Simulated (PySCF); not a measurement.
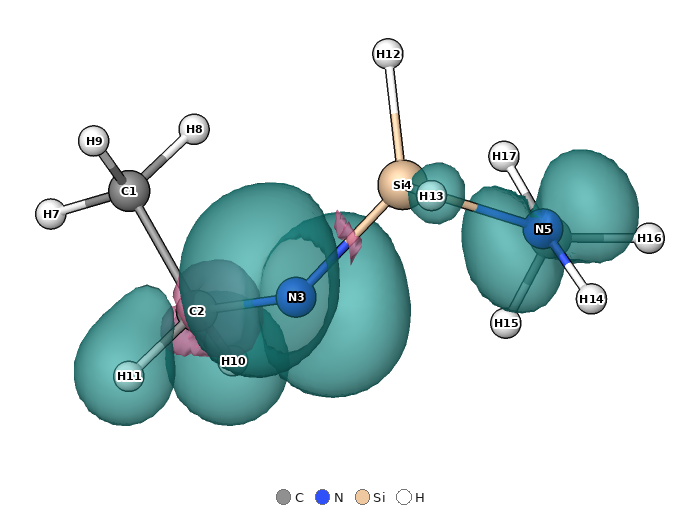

Figure 1: C₃H₁₁N₂Si (SMILES CC[N][SiH2]NC) (doublet). Isosurfaces of the spin density (α minus β) at +0.015 (teal) and −0.015 e/Å³ (pink), seen from one side.

Geometry: GFN2-xTB.

Theory: UKS B3LYP, pcH-1 on C H N Si, non-relativistic, mean-field spin-orbit, GIAO (PySCF 2.14.0, density-fitted response routines).

```xyz
17

C     2.2847   -0.1815   -0.6384
C     1.6202    0.5966    0.4971
N     0.5629   -0.0239    1.1605
Si   -0.6174   -1.1447    0.7484
N    -2.0866   -0.2390    0.4163
C    -2.1655    0.6917   -0.6701
H     3.1262    0.3786   -1.0398
H     1.5690   -0.3685   -1.4350
H     2.6403   -1.1393   -0.2668
H     1.2608    1.5664    0.1063
H     2.3720    0.8569    1.2595
H    -0.5184   -1.9991   -0.4414
H    -0.9167   -1.8920    1.9640
H    -2.5695    0.1080    1.2314
H    -1.6520    1.6380   -0.4573
H    -3.2107    0.9192   -0.8943
H    -1.7062    0.2447   -1.5502
```

**Which atoms carry the spin?**

The unpaired spin (1 electron) lies mostly on N3 (about 0.7) and N5 (about 0.1), in electrons by Hirshfeld's partition.
